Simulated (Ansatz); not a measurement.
Input

```
crystal:
  lattice:
    - [11.36, 0.0, 0.0]
    - [0.0, 11.36, 0.0]
    - [0.0, 0.0, 5.68]
  atoms:
    - { symbol: Sn, position: [0.0, 0.0, 0.0] }
    - { symbol: Ge, position: [0.0, 0.5, 0.0] }
    - { symbol: Ge, position: [0.5, 0.0, 0.0] }
    - { symbol: Sn, position: [0.5, 0.5, 0.0] }
    - { symbol: Ge, position: [0.0, 0.25, 0.5] }
    - { symbol: Ge, position: [0.0, 0.75, 0.5] }
    - { symbol: Ge, position: [0.5, 0.25, 0.5] }
    - { symbol: Ge, position: [0.5, 0.75, 0.5] }
    - { symbol: Ge, position: [0.25, 0.0, 0.5] }
    - { symbol: Ge, position: [0.25, 0.5, 0.5] }
    - { symbol: Ge, position: [0.75, 0.0, 0.5] }
    - { symbol: Ge, position: [0.75, 0.5, 0.5] }
    - { symbol: Ge, position: [0.25, 0.25, 0.0] }
    - { symbol: Ge, position: [0.25, 0.75, 0.0] }
    - { symbol: Ge, position: [0.75, 0.25, 0.0] }
    - { symbol: Ge, position: [0.75, 0.75, 0.0] }
    - { symbol: Ge, position: [0.125, 0.125, 0.25] }
    - { symbol: Ge, position: [0.125, 0.625, 0.25] }
    - { symbol: Ge, position: [0.625, 0.125, 0.25] }
    - { symbol: Ge, position: [0.625, 0.625, 0.25] }
    - { symbol: Ge, position: [0.125, 0.375, 0.75] }
    - { symbol: Ge, position: [0.125, 0.875, 0.75] }
    - { symbol: Ge, position: [0.625, 0.375, 0.75] }
    - { symbol: Ge, position: [0.625, 0.875, 0.75] }
    - { symbol: Ge, position: [0.375, 0.125, 0.75] }
    - { symbol: Ge, position: [0.375, 0.625, 0.75] }
    - { symbol: Ge, position: [0.875, 0.125, 0.75] }
    - { symbol: Ge, position: [0.875, 0.625, 0.75] }
    - { symbol: Ge, position: [0.375, 0.375, 0.25] }
    - { symbol: Ge, position: [0.375, 0.875, 0.25] }
    - { symbol: Ge, position: [0.875, 0.375, 0.25] }
    - { symbol: Ge, position: [0.875, 0.875, 0.25] }
scf:
  occupations: { method: gaussian, width: 0.02 }
output:
  forces: true
  stress: true
  eigenvalues: true
  write_density: true
  write_potential: true
  elf: true
  volumetric_format: npy
hamiltonian:
  xc: r2scan
kpoints:
  mp_grid: { grid: [4, 4, 8] }
relax:
  f_tol: 0.01
  adjacent_minimum: "off"
  cell: { stress_tol: 0.03, fix: [shape] }
```

Launched as:

```sh
ansatz run input.yaml --threads 8 --pin off --max-ram 16384MiB --backend cpu --events-out ev --progress --plain --runs-dir out
```

The fields are those of the relaxed geometry.

Space group P-4m2; a generated structure, not necessarily the stable one.

Theory: DFT r2SCAN, scalar-relativistic, plane waves, PAW in Ansatz 0.2.0.

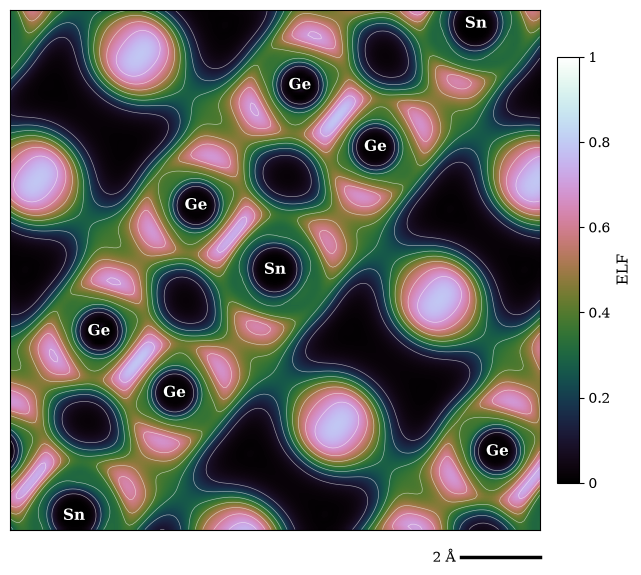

SnGe$_{15}$. Electron localisation function on the (111) plane of the calculation cell.

Core electrons are frozen (PAW), and the valence fields are smoothed inside the atomic spheres.

### Interpret the plot.

Atoms in the plane: Sn and Ge.
Sn–Ge (2.60 Å): the ELF peaks at about 0.75 between the atoms.
